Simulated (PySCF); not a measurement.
```xyz
7

Bi    0.0000    0.0000    0.7121
C     1.8617    0.0000   -0.5228
N     2.9006    0.0000   -1.0525
C    -0.9309    1.6123   -0.5228
N    -1.4503    2.5120   -1.0525
C    -0.9309   -1.6123   -0.5228
N    -1.4503   -2.5120   -1.0525
```

Core potentials replace the inner electrons of Bi.

Theory: RKS r2SCAN, Bi def2-SVP with ECP60, C def2-SVP, N def2-SVP; non-relativistic Hamiltonian with scalar-relativistic core potentials where named; density fitting in PySCF 2.14.0.

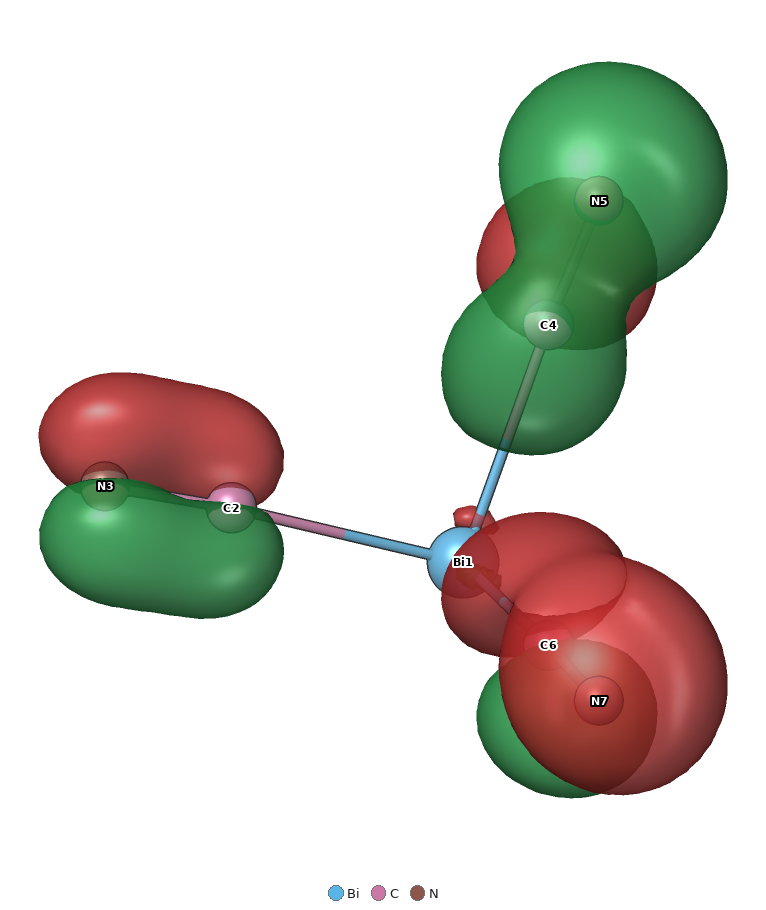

C3BiN3. The HOMO−1 at ±0.1 Å⁻³ᐟ² (green and red are the two phases), seen at a tilt.

> Describe this orbital and give its energy.

By Hirshfeld shares it lies mainly on N7 (about 30 %), N5 (about 30 %), C2 (about 10 %), C4 (about 10 %), C6 (about 10 %) and N3 (about 10 %). It is one of a degenerate set, so its orientation is arbitrary. Its energy is −9.04 eV.
